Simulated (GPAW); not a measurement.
**Dielectric function and optical constants of Pd**

Aim: the dielectric function of Pd, and the optical constants that follow from it.

Main program and level: GPAW 26.7.0; DFT, PBE, plane-wave PAW (GPAW data sets), scalar-relativistic, RPA, optical limit.

## 1. Starting point

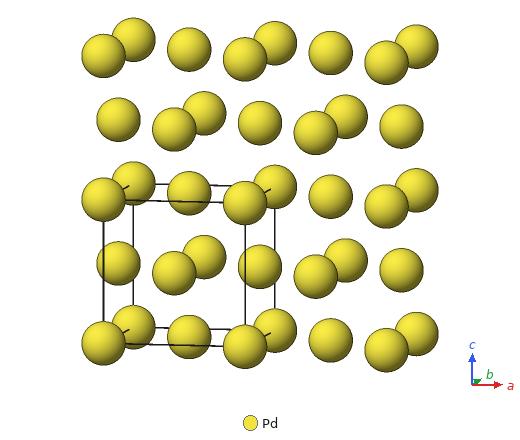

The cell as given, slightly off an axis (palladium yellow). 2×1×2 cells are drawn. This picture shows the conventional cell, with its axes. Some periodic images of atoms are drawn too.

Coordinates:

```cif
data_structure
_symmetry_space_group_name_H-M 'P 1'
_symmetry_Int_Tables_number 1
_cell_length_a 2.7528
_cell_length_b 2.7528
_cell_length_c 2.7528
_cell_angle_alpha 60.000
_cell_angle_beta 60.000
_cell_angle_gamma 60.000
_cell_volume 14.75
loop_
_atom_site_label
_atom_site_type_symbol
_atom_site_fract_x
_atom_site_fract_y
_atom_site_fract_z
_atom_site_occupancy
Pd1 Pd 0.00000 0.00000 0.00000 1
```

## 2. Bands for the response

At the fixed density, many empty bands are solved on the mesh of the response, since the spectrum sums over them.

This step: DFT, PBE, plane-wave PAW (GPAW data sets), scalar-relativistic, bands at fixed density (GPAW 26.7.0).

Contents of nscf.py:

```python
from ase.dft.bandgap import bandgap
from gpaw import GPAW, FermiDirac

calc = GPAW('gs.gpw').fixed_density(kpts={'size': (19, 19, 19), 'gamma': True}, nbands=28, convergence={'bands': 22},
                                    occupations=FermiDirac(0.05), txt='nscf.txt')
print('gap (eV)', bandgap(calc, output=None)[0])
print('direct gap (eV)', bandgap(calc, direct=True, output=None)[0])
print('top band over the Fermi level (eV)', min(calc.get_eigenvalues(kpt=k)[21] for k in range(len(calc.get_ibz_k_points()))) - calc.get_fermi_level())
calc.write('full.gpw', mode='all')
```

The run is started by

```sh
> OMP_NUM_THREADS=1 python nscf.py
```

Numbers of over 12 decimals in the logs are rounded to 6 here.

The program printed:

```text
Diagonalizing LCAO Hamiltonian
Converting LCAO to pw mode
convergence criteria:
- Maximum integral of absolute [eigenst]ate change: 4e-08 eV^2 / valence electron
maximum number of iterations: 150

SCF iterations
|iter     |      energy | eigst |  dens |
|iter:   1||             | +3.17 |       |
|iter:   2||             | +1.19 |       |
|iter:   3||             | -0.86 |       |
|iter:   4||             | -2.93 |       |
|iter:   5||             | -4.89 |       |
|iter:   6||             | -6.87 |       |
|iter:   7||             | -7.79c|       |
SCF steps: 7
  __  _  _
 | _ |_)|_||  |
 |__||  | ||/\| - 26.7.0

Versions:
  Python: 3.12.14
  ASE:    3.29.0
  Numpy:  2.5.5
  Scipy:  1.18.1
  Libxc:  7.0.0

Input parameters:
  mode=PW(ecut=500.0),
  convergence={'bands': 22},
  gpts=array([15, 15, 15]),
  kpts=MonkhorstPack(size=(19, 19, 19), gamma=True),
  maxiter=150,
  nbands=28,
  occupations=Occupations(name='fermi-dirac', width=0.05, fixmagmom=False),
  parallel={},
  xc=XC(name='PBE')

--- standard output ---
gap (eV) 0.0
direct gap (eV) 0.0
top band over the Fermi level (eV) 40.912113
```

The job ended after 34 s (1 thread of Arm Neoverse V1, shared host; peak memory 0.18 GiB).

## 3. Dielectric function, RPA

Local fields let the induced charge screen the field inside the cell, which as a rule lowers ε, most along directions where the density is uneven.

This step: DFT, PBE, plane-wave PAW (GPAW data sets), scalar-relativistic, RPA, optical limit (GPAW 26.7.0).

Contents of df.py:

```python
from gpaw.response.df import DielectricFunction

df = DielectricFunction('full.gpw', frequencies={'type': 'nonlinear', 'domega0': 0.03, 'omega2': 8},
                        ecut=50,
                        eta=0.15,
                        nbands=22,
                        rate=0.05,
                        txt='df.txt')
for direction in ['x']:
    df.get_dielectric_function(xc='RPA', direction=direction, filename=f'df_{direction}.csv')
```

The run is started by

```sh
> OMP_NUM_THREADS=1 python df.py
```

The program printed:

```text
Using integrator: PointIntegrator
NonLinearFrequencyDescriptor(from 0.000 to 100.485 eV, 541 points)
Nonperiodic BCs:  [False False False]
Using integrator: PointIntegrator
NonLinearFrequencyDescriptor(from 0.000 to 100.485 eV, 541 points)
Nonperiodic BCs:  [False False False]
Using integrator: PointIntegrator

Calculating chi0 body with:
    Ground state adapter containing:
    Number of spins: 1
    Number of kpoints: 6859
    Number of irreducible kpoints: 220
    Number of completely occupied states: 5
    Number of partially occupied states: 9

    Linear response parametrization:
    q_c: [0.0, 0.0, 0.0]
    Number of frequency points: 541
    Planewave cutoff: 50.0
    Number of bands: 22
    Number of planewaves: 15
    Broadening (eta): 0.15

Integrating chi0 body.

Symmetries of q_c:
    Direct symmetries (Uq -> q): 48
    Indirect symmetries (TUq -> q): 0
In total 48 allowed symmetries.

220 groups of equivalent kpoints. 96.792535% reduction.

Integral kind: spectral function

Calculating chi0 optical extensions with:
    Ground state adapter containing:
    Number of spins: 1
    Number of kpoints: 6859
    Number of irreducible kpoints: 220
    Number of completely occupied states: 5
    Number of partially occupied states: 9

    Linear response parametrization:
    Number of frequency points: 541
    Planewave cutoff: 50.0
    Number of bands: 22
    Number of planewaves: 15
    Broadening (eta): 0.15
Integrating chi0 head and wings.

Symmetries of q_c:
    Direct symmetries (Uq -> q): 48
    Indirect symmetries (TUq -> q): 0
In total 48 allowed symmetries.

220 groups of equivalent kpoints. 96.792535% reduction.

Integral kind: spectral function wings

Calculating drude chi0 with:
    Number of frequency points:541
    Plasma frequency decay rate: 0.05 eV

    Ground state adapter containing:
    Number of spins: 1
    Number of kpoints: 6859
    Number of irreducible kpoints: 220
    Number of completely occupied states: 5
    Number of partially occupied states: 9

Symmetries of q_c:
    Direct symmetries (Uq -> q): 48
    Indirect symmetries (TUq -> q): 0
In total 48 allowed symmetries.

220 groups of equivalent kpoints. 96.792535% reduction.

Integral kind: intraband
Plasma frequency:
[[7.33-0.j 0.  +0.j 0.  +0.j]
 [0.  +0.j 7.33-0.j 0.  +0.j]
 [0.  +0.j 0.  -0.j 7.33-0.j]]
```

Elapsed: 10 s, on 1 thread; peak memory 0.19 GiB.

Sum at mesh points, not converged in k. Im ε, E ∥ x against photon energy; read off at these points:

| photon energy (eV) | Im ε, E ∥ x |
| --- | --- |
| 1 | 45.3 |
| 2 | 16.3 |
| 3 | 8.56 |
| 4 | 5.16 |
| 5 | 4.43 |
| 6 | 3.31 |
| 7 | 1.84 |
| 8 | 1.37 |
| 9 | 1.89 |
| 10 | 2.00 |
| 11 | 1.84 |
| 12 | 1.85 |
| 13 | 1.65 |

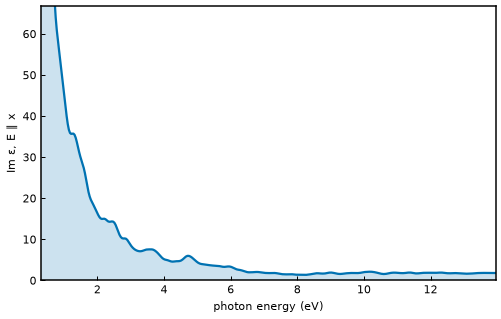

Im ε, E ∥ x against photon energy. Below 1 eV the curve runs off the scale.

Values under 1 per cm are given as 1; sum at mesh points, not converged in k. Absorption coefficient, E ∥ x against photon energy:

| photon energy (eV) | absorption coefficient, E ∥ x (1/cm) |
| --- | --- |
| 1.01 | 7.9e5 |
| 1.99 | 9.4e5 |
| 3.02 | 1.0e6 |
| 3.98 | 1.1e6 |
| 4.98 | 1.2e6 |
| 6.02 | 1.1e6 |
| 6.99 | 9.8e5 |
| 8.03 | 7.5e5 |
| 9.02 | 8.4e5 |
| 10.03 | 8.8e5 |
| 11.03 | 9.3e5 |
| 12.02 | 1.0e6 |
| 13.00 | 1.0e6 |

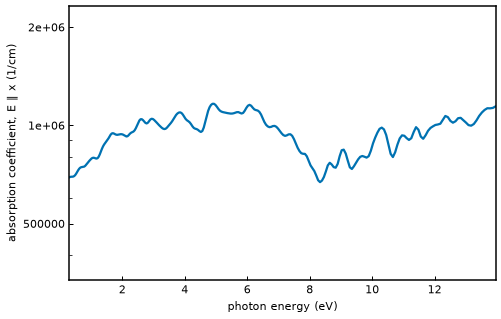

Absorption coefficient, E ∥ x, plotted against photon energy.

Sum at mesh points, not converged in k. Im ε, E ∥ x against photon energy; read off at these points:

| photon energy (eV) | without local fields | with local fields |
| --- | --- | --- |
| 1 | 45.3 | 45.3 |
| 2 | 16.4 | 16.3 |
| 3 | 8.58 | 8.56 |
| 4 | 5.18 | 5.16 |
| 5 | 4.45 | 4.43 |
| 6 | 3.32 | 3.31 |
| 7 | 1.85 | 1.84 |
| 8 | 1.38 | 1.37 |
| 9 | 1.88 | 1.89 |
| 10 | 1.97 | 2.00 |
| 11 | 1.82 | 1.84 |
| 12 | 1.85 | 1.85 |
| 13 | 1.69 | 1.65 |

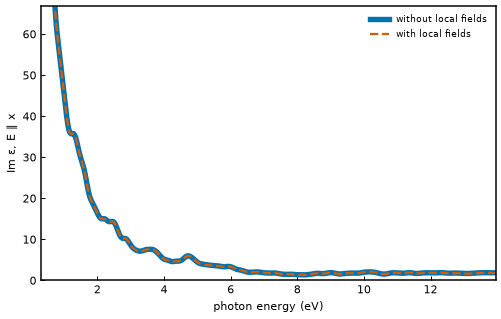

Im ε, E ∥ x against photon energy. Below 1 eV the curve runs off the scale.

The loss function −Im 1/ε at q → 0, E ∥ x has structure finer than the step of the table below, so its rows give means over 1 eV, whole bins alone (the curve runs from 0.305 to 14.0 eV). Peaks (eV: height): 8.2: 0.742, 9.2: 0.615, 10.5: 0.602.

Sum at mesh points, not converged in k. Loss function −Im 1/ε at q → 0, E ∥ x against energy loss; means over each step:

| energy loss (eV) | loss function −Im 1/ε at q → 0, E ∥ x |
| --- | --- |
| 1 | 0.0101 |
| 2 | 0.0282 |
| 3 | 0.0543 |
| 4 | 0.0968 |
| 5 | 0.137 |
| 6 | 0.186 |
| 7 | 0.347 |
| 8 | 0.635 |
| 9 | 0.566 |
| 10 | 0.497 |
| 11 | 0.515 |
| 12 | 0.501 |
| 13 | 0.524 |

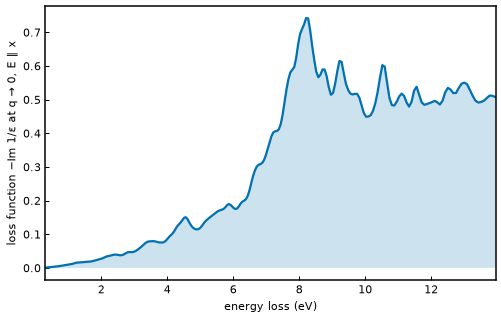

Loss function −Im 1/ε at q → 0, E ∥ x, plotted against energy loss.

The reflectivity at normal incidence, E ∥ x has structure finer than the step of the table below, so its rows give means over 1 eV, whole bins alone (the curve runs from 0.305 to 14.0 eV). Peaks (eV: height): 5.0: 56.9.

Sum at mesh points, not converged in k. The reflectivity at normal incidence, E ∥ x by photon energy; means over each step:

| photon energy (eV) | reflectivity at normal incidence, E ∥ x (%) |
| --- | --- |
| 1 | 84.6 |
| 2 | 74.8 |
| 3 | 67.9 |
| 4 | 59.4 |
| 5 | 52.5 |
| 6 | 50.9 |
| 7 | 41.8 |
| 8 | 24.3 |
| 9 | 15.1 |
| 10 | 14.7 |
| 11 | 13.1 |
| 12 | 13.2 |
| 13 | 12.5 |

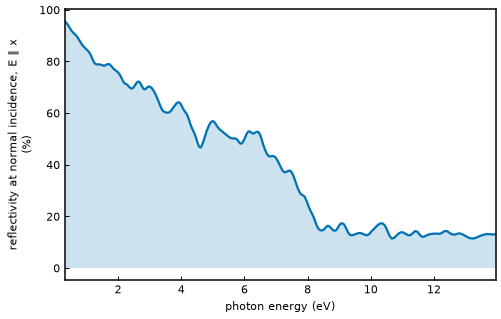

Reflectivity at normal incidence, E ∥ x, plotted against photon energy.

At chosen wavelengths:

| wavelength (nm) | n | k | R (%) | 1/α |
| --- | --- | --- | --- | --- |
| 1064 | 2.70 | 6.701 | 81.6 | 13 nm |
| 800 | 2.46 | 5.792 | 78.4 | 11 nm |
| 532 | 1.77 | 4.039 | 70.4 | 10 nm |
| 405 | 1.20 | 3.316 | 69.7 | 9.7 nm |
| 365 | 1.29 | 2.841 | 61.3 | 10 nm |
| 308 | 0.99 | 2.565 | 62.5 | 9.6 nm |
| 193 | 0.65 | 1.668 | 52.7 | 9.2 nm |

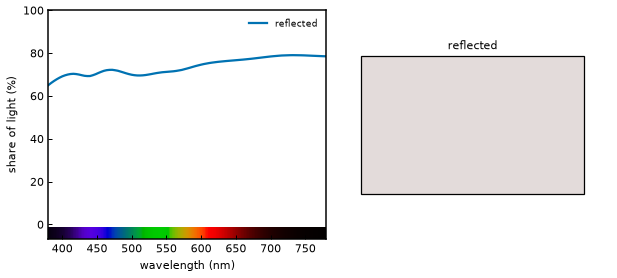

Light reflected across the visible range, with the colour that it makes of daylight (sRGB).

A polished face would reflect 72 % of daylight and look light grey (CIE x = 0.319, y = 0.330 under D65).

## 4. Results

At this level (PBE, RPA) Pd is a metal. The mesh is too coarse to trust the carriers' weight, the reflectivity or the colour to better than tens of per cent. A polished face would reflect 72 % of daylight and look light grey (CIE x = 0.319, y = 0.330 under D65). The carriers' damping of 0.05 eV is typed, not computed; it shapes the response at the lowest energies. In this version of GPAW the matrix elements of the optical limit are incomplete, which can lower ε − 1 by up to a tenth where first-row anions or d states rule, and shift it by more in d metals. GPAW's carrier term has the form −ωp²/(ω + i·rate)², which damps like twice the rate and fails at low energy, so the curves leave the lowest energies out. The sum runs over mesh points 0.15 Å⁻¹ apart with no interpolation, so peaks are partly noise of the mesh, and the Drude plasma energy, a sum over the Fermi surface, isn't converged.

[Machine, clock and banner lines and Python warnings are left out of the logs.]

[Logs are printed without paths, hosts, clocks, repeated set-up lines and the standing remarks that a program may print on its own settings, such as how far it seeks lower states.]

[Hosts, paths, dates, database ids (printed as entryN), source tags and the programs' standing remarks are cut or masked in the printed files.]
